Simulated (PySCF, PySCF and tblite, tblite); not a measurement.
# C8H14Si: a path driven as a shift of bonds, and NMR exchange, part 1 of 2

Aim: the barrier and rate of a shift of bonds in C8H14Si (`C[Si](C)(C)C1C=CC=C1`), and what it does to NMR lines.

Computed with tblite 0.8.0 (tight binding) and PySCF 2.14.0 (DFT, with response routines of our own); each step states its level. Atoms count from 0 throughout.

## 1. The molecule as given

23 atoms, charge 0, multiplicity 1; geometry from: force field or distance geometry start.

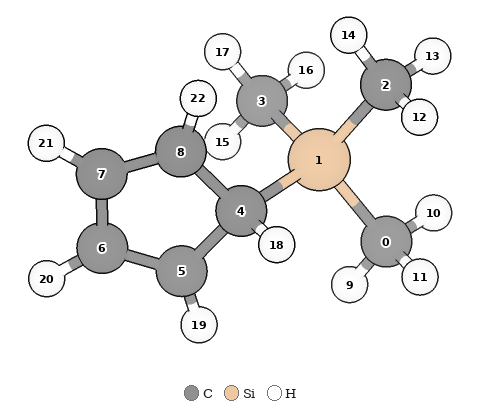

The starting geometry (carbon grey, silicon light orange, hydrogen white), atoms numbered.

## 2. GFN2-xTB relaxation, start minimum

Job settings and geometry (Å):

```
{"job": {"xc": "GFN2-xTB", "basis": "xTB", "kind": "relax"}, "charge": 0, "multiplicity": 1}
C     -1.387300    -1.598800    -1.323200
Si    -0.781300    -0.538400     0.096400
C     -2.241200     0.099100     1.081000
C      0.305600    -1.577500     1.220600
C      0.212500     0.938700    -0.583900
C      1.449600     0.549600    -1.365700
C      2.533900     1.135800    -0.822900
C      2.138000     1.935400     0.312600
C      0.807900     1.842600     0.468600
H     -0.562200    -2.006000    -1.890000
H     -2.000000    -2.433000    -0.952700
H     -2.019900    -1.003400    -1.996800
H     -2.890500     0.729100     0.453000
H     -2.849800    -0.728200     1.453500
H     -1.923100     0.711100     1.932600
H      1.166500    -1.976000     0.695100
H     -0.257200    -2.429600     1.631500
H      0.673200    -0.999000     2.072700
H     -0.452400     1.525400    -1.234100
H      1.473200    -0.085500    -2.229800
H      3.548000     1.048400    -1.161900
H      2.810400     2.515500     0.913400
H      0.241200     2.371800     1.240000
```

Run with:

```console
OMP_NUM_THREADS=1 python ens_run.py task.json out
```

The driver reads the study from task.json and runs its stages one after another.

The program printed:

```text
step      E/eV     max force
  0    -705.66107    1.330
  1    -705.72427    0.540
  2    -705.74007    0.372
  3    -705.75039    0.227
  4    -705.76293    0.287
  5    -705.77063    0.212
  6    -705.77495    0.125
  7    -705.77787    0.107
  8    -705.77935    0.088
  9    -705.78026    0.096
 10    -705.78120    0.089
 11    -705.78221    0.085
 12    -705.78321    0.088
 13    -705.78432    0.064
 14    -705.78567    0.073
 15    -705.78733    0.114
 16    -705.78915    0.141
 17    -705.79098    0.118
 18    -705.79298    0.095
 19    -705.79525    0.149
 20    -705.79737    0.143
 21    -705.79890    0.091
 22    -705.79989    0.056
 23    -705.80067    0.065
 24    -705.80142    0.085
 25    -705.80209    0.059
 26    -705.80262    0.043
 27    -705.80310    0.055
 28    -705.80366    0.096
 29    -705.80436    0.110
 30    -705.80519    0.089
 31    -705.80615    0.077
 32    -705.80727    0.089
 33    -705.80845    0.118
 34    -705.80937    0.094
 35    -705.80991    0.037
 36    -705.81032    0.049
 37    -705.81095    0.079
 38    -705.81193    0.126
 39    -705.81308    0.123
 40    -705.81397    0.066
 41    -705.81456    0.059
 42    -705.81500    0.060
 43    -705.81538    0.069
 44    -705.81566    0.042
 45    -705.81579    0.026
 46    -705.81587    0.026
 47    -705.81596    0.036
 48    -705.81609    0.041
 49    -705.81621    0.027
 50    -705.81628    0.013
 51    -705.81632    0.013
 52    -705.81637    0.017
 53    -705.81643    0.018
 54    -705.81652    0.024
 55    -705.81664    0.027
 56    -705.81681    0.029
 57    -705.81699    0.030
 58    -705.81712    0.023
 59    -705.81719    0.017
 60    -705.81722    0.013
 61    -705.81724    0.012
 62    -705.81727    0.011
 63    -705.81729    0.009
 64    -705.81731    0.007
 65    -705.81732    0.007
 66    -705.81732    0.006
 67    -705.81733    0.003
 68    -705.81733    0.004
 69    -705.81733    0.004
 70    -705.81734    0.005
 71    -705.81734    0.008
 72    -705.81735    0.008
 73    -705.81736    0.009
 74    -705.81737    0.007
 75    -705.81738    0.005
 76    -705.81738    0.004
 77    -705.81739    0.004
 78    -705.81739    0.004
 79    -705.81739    0.003
```

Run time: 0.79 s. Hardware: 1 thread of Arm Neoverse V1, shared host.

Gain 0.156 eV; displacement 0.18 Å root mean square.

## 3. Relaxed scan, to the middle

Job settings and geometry (Å):

```
{"job": {"xc": "GFN2-xTB", "basis": "xTB", "coordinate": [["d", [1, 4], 1], ["d", [1, 8], -1]], "kind": "drive"}, "charge": 0, "multiplicity": 1}
C     -1.366695    -1.591067    -1.349288
Si    -0.747350    -0.491170     0.082193
C     -2.236997     0.138317     1.095571
C      0.456332    -1.458227     1.195638
C      0.161385     1.045746    -0.679698
C      1.365601     0.571270    -1.391201
C      2.463993     0.958727    -0.716088
C      2.064085     1.755024     0.409917
C      0.721548     1.853410     0.422663
H     -0.540825    -2.014395    -1.912174
H     -1.960078    -2.416948    -0.970072
H     -1.988207    -1.035328    -2.045019
H     -2.894634     0.763978     0.499537
H     -2.826939    -0.693009     1.468202
H     -1.916727     0.721373     1.953255
H      1.316887    -1.807045     0.633341
H     -0.025435    -2.325277     1.636989
H      0.827336    -0.836706     2.004662
H     -0.558122     1.569650    -1.304885
H      1.327803    -0.016289    -2.290232
H      3.486755     0.735199    -0.965611
H      2.749834     2.202625     1.108198
H      0.115698     2.397128     1.124182
```

The program printed:

```text
point  coordinate     E/eV
  0     -0.698     -705.78543
  1     -0.544     -705.69804
  2     -0.382     -705.56718
  3     -0.204     -705.42416
  4     -0.013     -705.32895
```

It took 1.6 s on 1 thread of Arm Neoverse V1, shared host.

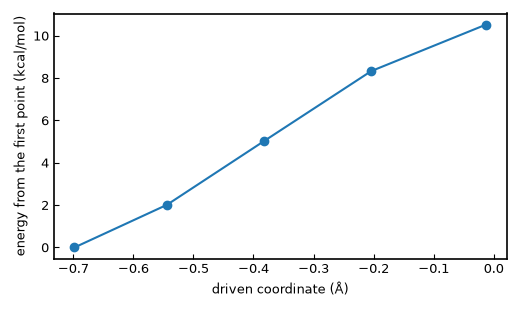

Energy along the scan.

## 4. Relaxed scan, from the middle, back

Job settings and geometry (Å):

```
{"job": {"xc": "GFN2-xTB", "basis": "xTB", "coordinate": [["d", [1, 4], 1], ["d", [1, 8], -1]], "kind": "drive"}, "charge": 0, "multiplicity": 1}
C     -1.260792    -1.475740    -1.175769
Si    -0.599138    -0.313919     0.203004
C     -2.150353     0.249725     1.164426
C      0.595478    -1.372687     1.238868
C      0.159579     1.189982    -1.099664
C      1.370237     0.742117    -1.649323
C      2.355288     0.819189    -0.677698
C      1.808729     1.339253     0.487164
C      0.440487     1.557577     0.284952
H     -0.452355    -1.882356    -1.775849
H     -1.795074    -2.311901    -0.734895
H     -1.946541    -0.969855    -1.848849
H     -2.766281     0.909315     0.560863
H     -2.757630    -0.610152     1.423786
H     -1.911192     0.772138     2.084539
H      1.488244    -1.607289     0.668586
H      0.125473    -2.309371     1.517829
H      0.910922    -0.870802     2.147079
H     -0.683331     1.538919    -1.668939
H      1.497406     0.387513    -2.656521
H      3.381828     0.525073    -0.810791
H      2.335956     1.502686     1.409556
H     -0.165813     2.227698     0.867297
```

The program printed:

```text
point  coordinate     E/eV
  0     -0.147     -705.38865
  1     -0.260     -705.46806
  2     -0.369     -705.55851
  3     -0.470     -705.64453
  4     -0.566     -705.71537
  5     -0.661     -705.76995
  6     -0.754     -705.80370
  7     -0.846     -705.81571
```

Wall time 2 s (1 thread of Arm Neoverse V1, shared host).

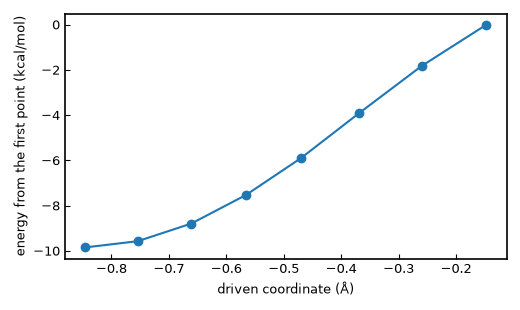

Energy along the scan.

## 5. Relaxed scan, from the middle, on

job is that of step 4.

The program printed:

```text
point  coordinate     E/eV
  0      0.099     -705.32333
  1      0.222     -705.35474
  2      0.346     -705.43053
  3      0.456     -705.51657
  4      0.561     -705.60184
  5      0.659     -705.66653
  6      0.757     -705.71693
  7      0.851     -705.73983
```

It took 2.3 s on 1 thread of Arm Neoverse V1, shared host.

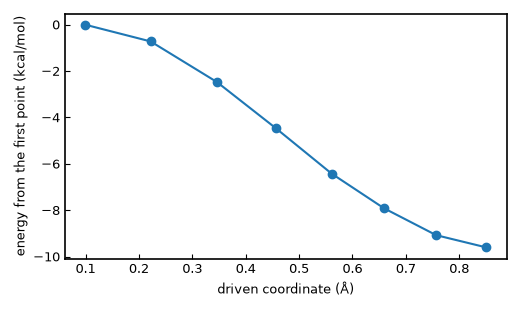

Energy along the scan.

## 6. Nudged elastic band, leg 1

Job settings and geometry (Å):

```
{"job": {"xc": "GFN2-xTB", "basis": "xTB", "kind": "neb"}, "charge": 0, "multiplicity": 1}
C     -1.365777    -1.587829    -1.350499
Si    -0.751348    -0.487207     0.082440
C     -2.243772     0.147175     1.089129
C      0.445569    -1.459683     1.198539
C      0.163120     1.047299    -0.677067
C      1.362696     0.574359    -1.397494
C      2.465476     0.957399    -0.727258
C      2.073269     1.747812     0.405682
C      0.731018     1.847951     0.426767
H     -0.537527    -2.007309    -1.912821
H     -1.955960    -2.416395    -0.972129
H     -1.989035    -1.034163    -2.046285
H     -2.910676     0.752685     0.482587
H     -2.823164    -0.682447     1.481587
H     -1.927164     0.751958     1.933062
H      1.327736    -1.771549     0.648160
H     -0.027153    -2.350682     1.600223
H      0.781754    -0.856121     2.035785
H     -0.556319     1.577265    -1.297345
H      1.319567    -0.008469    -2.299346
H      3.486319     0.735201    -0.985607
H      2.763760     2.190052     1.102647
H      0.129879     2.388181     1.135067
```

The program printed:

```text
image   E - E0 / eV
  0       0.0000
  1       0.1160
  2       0.4979
  3       0.0968
  4       0.0545
  5       0.0158
  6      -0.0000
```

Run time: 3.2 s. Hardware: 1 thread of Arm Neoverse V1, shared host; peak memory 0.19 GiB.

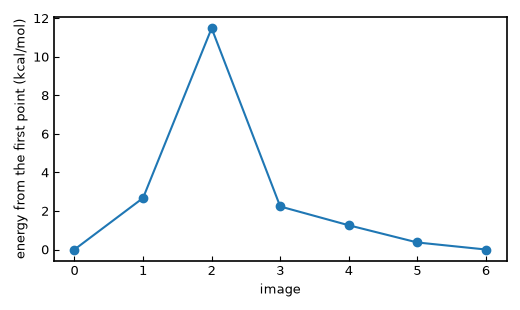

Energy along the band.

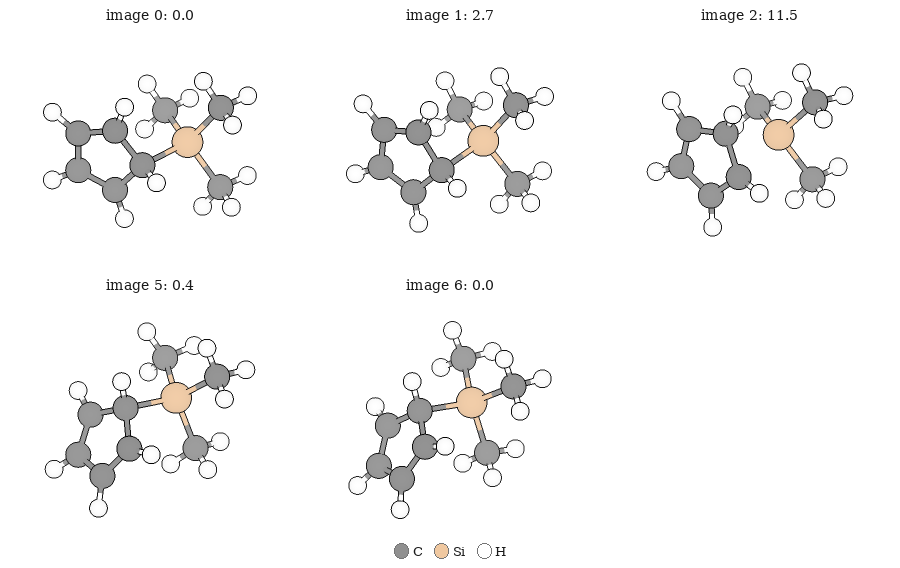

Images along the band, with energies in kcal/mol.

## 7. Saddle search, leg 1

Job settings and geometry (Å):

```
{"job": {"xc": "GFN2-xTB", "basis": "xTB", "kind": "saddle"}, "charge": 0, "multiplicity": 1}
C     -1.243567    -1.432093    -1.167114
Si    -0.601555    -0.305199     0.247548
C     -2.165535     0.248602     1.199719
C      0.601390    -1.393207     1.246744
C      0.168033     1.178067    -1.132961
C      1.373271     0.713352    -1.656563
C      2.352141     0.799100    -0.669214
C      1.797491     1.335833     0.476018
C      0.421520     1.547282     0.256825
H     -0.423692    -1.809119    -1.771229
H     -1.771305    -2.287007    -0.756284
H     -1.927545    -0.914199    -1.832760
H     -2.754482     0.942787     0.607165
H     -2.799361    -0.604025     1.419423
H     -1.933186     0.735897     2.140902
H      1.506995    -1.570050     0.675050
H      0.157124    -2.358187     1.466880
H      0.892713    -0.936343     2.186343
H     -0.686065     1.491654    -1.706163
H      1.514146     0.329109    -2.651239
H      3.378718     0.497875    -0.786003
H      2.313042     1.534101     1.398383
H     -0.170289     2.255773     0.808530
```

The program printed:

```text
step      E/eV     max force
  0    -705.31939   0.0614
  1    -705.32494   0.0959
  2    -705.32637   0.1097
  3    -705.32897   0.0795
  4    -705.33110   0.0584
  5    -705.33240   0.1551
  6    -705.33247   0.0142
  7    -705.33381   0.0132
  8    -705.33530   0.0515
  9    -705.33463   0.0121
 10    -705.33558   0.0208
 11    -705.33646   0.0042
 12    -705.33753   0.0119
 13    -705.33846   0.0128
 14    -705.33923   0.0128
 15    -705.33983   0.0127
 16    -705.34035   0.0131
 17    -705.34051   0.0172
 18    -705.34058   0.0050
 19    -705.33953   0.1667
 20    -705.34059   0.0044
 21    -705.34059   0.0365
 22    -705.34061   0.0115
 23    -705.34063   0.0107
 24    -705.34064   0.0028
lowest wavenumbers (cm-1): -259.1 23.6 84.7 144.5 151.8 158.7
```

Wall time 12 s (1 thread of Arm Neoverse V1, shared host); peak memory 0.2 GiB.

Point group C1; 1 imaginary mode, 259i cm⁻¹, carried by C4, C8, Si1. Steps downhill from it reached both ends.

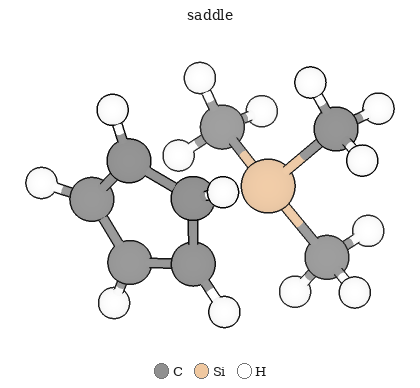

The saddle point.

## 8. Shieldings, start: PBE0/pcSseg-1

Job settings and geometry (Å):

```
{"job": {"kind": "nmr", "xc": "PBE0", "basis": "pcSseg-1", "pop": false}, "charge": 0, "multiplicity": 1}
C     -1.366695    -1.591067    -1.349288
Si    -0.747350    -0.491170     0.082193
C     -2.236997     0.138317     1.095571
C      0.456332    -1.458227     1.195638
C      0.161385     1.045746    -0.679698
C      1.365601     0.571270    -1.391201
C      2.463993     0.958727    -0.716088
C      2.064085     1.755024     0.409917
C      0.721548     1.853410     0.422663
H     -0.540825    -2.014395    -1.912174
H     -1.960078    -2.416948    -0.970072
H     -1.988207    -1.035328    -2.045019
H     -2.894634     0.763978     0.499537
H     -2.826939    -0.693009     1.468202
H     -1.916727     0.721373     1.953255
H      1.316887    -1.807045     0.633341
H     -0.025435    -2.325277     1.636989
H      0.827336    -0.836706     2.004662
H     -0.558122     1.569650    -1.304885
H      1.327803    -0.016289    -2.290232
H      3.486755     0.735199    -0.965611
H      2.749834     2.202625     1.108198
H      0.115698     2.397128     1.124182
```

The program printed:

```text
coarse grid: 18992 points
cycle   1  E = -602.0695725342  dE =  1.027e+00  |g| = 6.207e-01  |ddm| = 4.291e+00
cycle   2  E = -602.0517601335  dE =  1.781e-02  |g| = 6.816e-01  |ddm| = 1.134e+00
cycle   3  E = -602.1707500548  dE = -1.190e-01  |g| = 4.087e-02  |ddm| = 6.257e-01
cycle   4  E = -602.1708664781  dE = -1.164e-04  |g| = 3.333e-02  |ddm| = 7.290e-02
cycle   5  E = -602.1711455464  dE = -2.791e-04  |g| = 9.024e-03  |ddm| = 4.020e-02
cycle   6  E = -602.1711648483  dE = -1.930e-05  |g| = 2.321e-03  |ddm| = 9.732e-03
cycle   7  E = -602.1711662595  dE = -1.411e-06  |g| = 2.166e-04  |ddm| = 2.333e-03
final grid: 176800 points
cycle   8  E = -602.2238982836  dE = -4.982e-05  |g| = 9.562e-03  |ddm| = 3.791e-02
cycle   9  E = -602.2238928237  dE =  5.460e-06  |g| = 1.077e-02  |ddm| = 1.785e-02
cycle  10  E = -602.2239221301  dE = -2.931e-05  |g| = 5.363e-04  |ddm| = 9.220e-03
cycle  11  E = -602.2239221585  dE = -2.837e-08  |g| = 3.809e-04  |ddm| = 8.004e-04
cycle  12  E = -602.2239221958  dE = -3.728e-08  |g| = 6.767e-05  |ddm| = 3.901e-04
cycle  13  E = -602.2239221967  dE = -9.504e-10  |g| = 2.749e-05  |ddm| = 1.046e-04
converged SCF energy = -602.2239221967

GIAO shielding tensors (ppm)
atom      isotropic    diamagn.    paramagn.     s11        s22        s33       span
  0 C      185.312     255.136     -69.824    178.656    183.873    193.408     14.752
  1 Si     346.737     880.935    -534.198    337.786    345.728    356.696     18.910
  2 C      185.283     255.141     -69.858    178.612    183.852    193.386     14.774
  3 C      195.055     254.989     -59.934    191.475    192.309    201.382      9.907
  4 C      130.469     253.424    -122.956    109.093    131.464    150.849     41.757
  5 C       46.411     256.041    -209.630    -56.276     36.151    159.358    215.634
  6 C       49.686     254.234    -204.548    -48.872     46.096    151.835    200.707
  7 C       49.655     254.242    -204.586    -48.947     46.092    151.821    200.768
  8 C       46.396     256.048    -209.652    -56.337     36.150    159.376    215.713
  9 H       31.553      32.618      -1.065     26.612     29.828     38.220     11.608
 10 H       31.597      30.668       0.928     27.115     28.786     38.890     11.775
 11 H       31.358      31.758      -0.400     27.426     28.841     37.806     10.379
 12 H       31.357      31.757      -0.400     27.428     28.842     37.803     10.375
 13 H       31.597      30.670       0.927     27.118     28.784     38.890     11.772
 14 H       31.553      32.621      -1.068     26.612     29.833     38.215     11.603
 15 H       32.192      32.633      -0.441     26.581     31.813     38.182     11.600
 16 H       32.421      31.064       1.357     27.520     29.195     40.548     13.027
 17 H       32.191      32.633      -0.441     26.582     31.812     38.181     11.599
 18 H       28.281      32.590      -4.309     24.923     25.971     33.949      9.026
 19 H       25.026      33.574      -8.547     22.859     24.010     28.210      5.351
 20 H       24.812      31.520      -6.709     23.143     23.691     27.600      4.457
 21 H       24.811      31.521      -6.711     23.142     23.690     27.600      4.459
 22 H       25.025      33.569      -8.544     22.863     24.008     28.205      5.342
```

It took 50 s on 1 thread of Arm Neoverse V1, shared host; peak memory 1.1 GiB.

Key values: HOMO -6.23 eV, LUMO -0.26 eV; dipole 1.06 D.

## 9. Shieldings, saddle of leg 1: PBE0/pcSseg-1

Job settings and geometry (Å):

```
{"job": {"kind": "nmr", "xc": "PBE0", "basis": "pcSseg-1", "pop": false}, "charge": 0, "multiplicity": 1}
C     -1.566822    -1.317887    -1.195327
Si    -0.611894    -0.314085     0.132237
C     -1.951780     0.189789     1.406624
C      0.664938    -1.452105     0.960192
C      0.341187     0.966450    -1.295565
C      1.666000     0.546566    -1.464205
C      2.391469     0.897197    -0.333352
C      1.562180     1.565460     0.552873
C      0.269519     1.618662     0.007609
H     -0.904233    -1.719073    -1.956242
H     -2.082162    -2.153567    -0.732869
H     -2.317080    -0.714815    -1.698350
H     -2.684828     0.864784     0.974855
H     -2.486421    -0.688519     1.752840
H     -1.525300     0.680362     2.276152
H      1.508750    -1.655089     0.310918
H      0.200143    -2.400070     1.207994
H      1.051893    -1.022463     1.877417
H     -0.366693     1.114982    -2.090736
H      2.046510     0.020253    -2.321583
H      3.433918     0.684450    -0.171956
H      1.846412     1.957949     1.512890
H     -0.485707     2.330770     0.287583
```

The program printed:

```text
coarse grid: 18992 points
cycle   1  E = -602.0428779041  dE =  1.156e+00  |g| = 6.322e-01  |ddm| = 4.299e+00
cycle   2  E = -602.0188083907  dE =  2.407e-02  |g| = 7.080e-01  |ddm| = 1.226e+00
cycle   3  E = -602.1469507344  dE = -1.281e-01  |g| = 7.367e-02  |ddm| = 7.018e-01
cycle   4  E = -602.1479615715  dE = -1.011e-03  |g| = 4.031e-02  |ddm| = 1.270e-01
cycle   5  E = -602.1483977489  dE = -4.362e-04  |g| = 6.935e-03  |ddm| = 5.344e-02
cycle   6  E = -602.1484081330  dE = -1.038e-05  |g| = 1.865e-03  |ddm| = 1.037e-02
cycle   7  E = -602.1484090565  dE = -9.235e-07  |g| = 2.744e-04  |ddm| = 2.321e-03
final grid: 176800 points
cycle   8  E = -602.2005245619  dE = -4.953e-05  |g| = 9.800e-03  |ddm| = 4.810e-02
cycle   9  E = -602.2005186099  dE =  5.952e-06  |g| = 1.105e-02  |ddm| = 2.001e-02
cycle  10  E = -602.2005494868  dE = -3.088e-05  |g| = 5.439e-04  |ddm| = 1.048e-02
cycle  11  E = -602.2005495213  dE = -3.452e-08  |g| = 3.622e-04  |ddm| = 1.035e-03
cycle  12  E = -602.2005495554  dE = -3.404e-08  |g| = 6.467e-05  |ddm| = 4.730e-04
cycle  13  E = -602.2005495563  dE = -8.861e-10  |g| = 2.843e-05  |ddm| = 1.067e-04
converged SCF energy = -602.2005495563

GIAO shielding tensors (ppm)
atom      isotropic    diamagn.    paramagn.     s11        s22        s33       span
  0 C      175.217     255.151     -79.934    159.614    174.506    191.532     31.918
  1 Si     357.360     877.990    -520.631    304.777    366.655    400.647     95.870
  2 C      177.626     255.020     -77.394    162.880    178.552    191.446     28.566
  3 C      194.081     254.002     -59.922    183.278    195.576    203.388     20.111
  4 C       89.999     258.116    -168.117     23.482     82.310    164.205    140.723
  5 C       56.370     252.281    -195.911    -28.875     32.740    165.243    194.118
  6 C       50.660     254.240    -203.580    -42.025     31.841    162.163    204.188
  7 C       55.257     252.369    -197.112    -31.883     31.309    166.346    198.229
  8 C       91.675     257.766    -166.091     28.042     83.351    163.633    135.590
  9 H       31.580      32.612      -1.032     27.137     30.359     37.243     10.106
 10 H       31.582      31.278       0.304     26.989     28.682     39.073     12.084
 11 H       31.174      32.040      -0.867     28.039     28.879     36.602      8.563
 12 H       31.127      31.893      -0.766     27.779     28.912     36.690      8.911
 13 H       31.484      31.085       0.399     26.894     28.671     38.886     11.992
 14 H       31.495      32.447      -0.952     26.951     29.897     37.637     10.686
 15 H       32.660      32.078       0.582     25.969     34.513     37.497     11.528
 16 H       32.839      31.167       1.672     27.521     29.532     41.464     13.944
 17 H       32.745      31.992       0.753     27.079     31.730     39.427     12.348
 18 H       26.269      34.818      -8.550     23.356     26.571     28.879      5.523
 19 H       24.866      32.153      -7.288     22.571     24.761     27.265      4.694
 20 H       24.444      31.394      -6.950     22.577     24.998     25.757      3.181
 21 H       24.917      32.219      -7.302     22.771     24.756     27.225      4.454
 22 H       26.274      34.786      -8.512     23.143     26.667     29.011      5.868
```

Wall time 63 s (1 thread of Arm Neoverse V1, shared host); peak memory 1.1 GiB.

In short: HOMO -6.28 eV, LUMO 0.17 eV; dipole 1.05 D.

Orbitals, density, ELF and potential are computed afterwards from the orbital file.

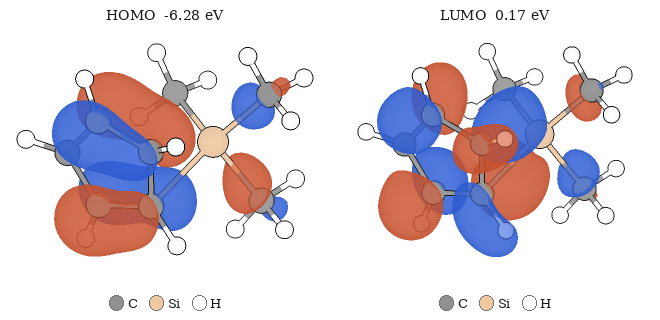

Frontier orbitals at PBE0/pcSseg-1; each surface holds 70 % of the orbital's density, blue and red mark the sign.

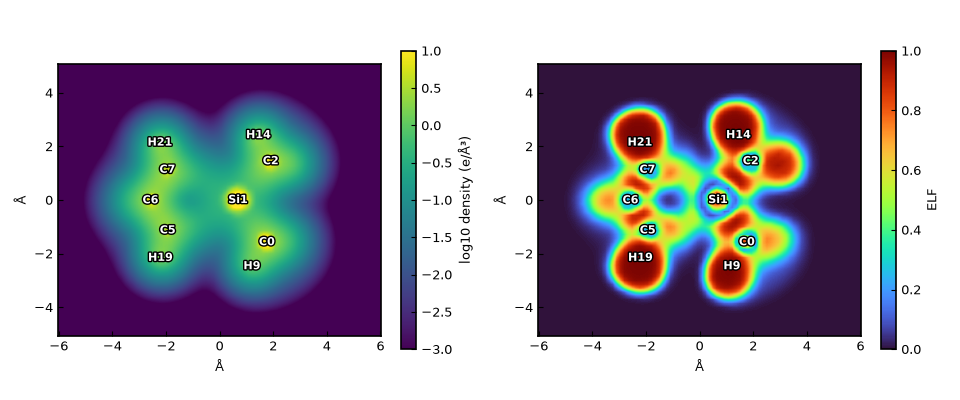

Density (left) and ELF (right) in a plane through or near 10 of the atoms.

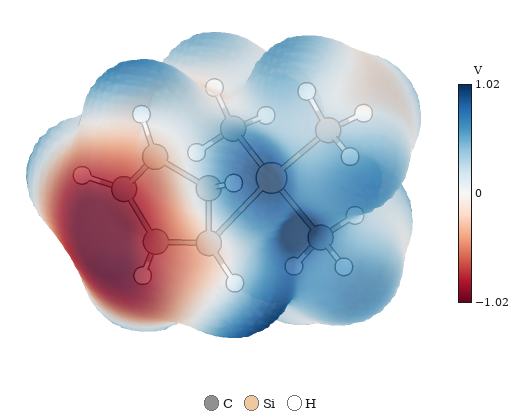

The potential that a unit positive charge feels on the 0.002 e/bohr³ surface, from the 1st to the 99th percentile, from -1.02 V near C6 to 0.92 V near H18.

(Continued in part 2 of 2.)
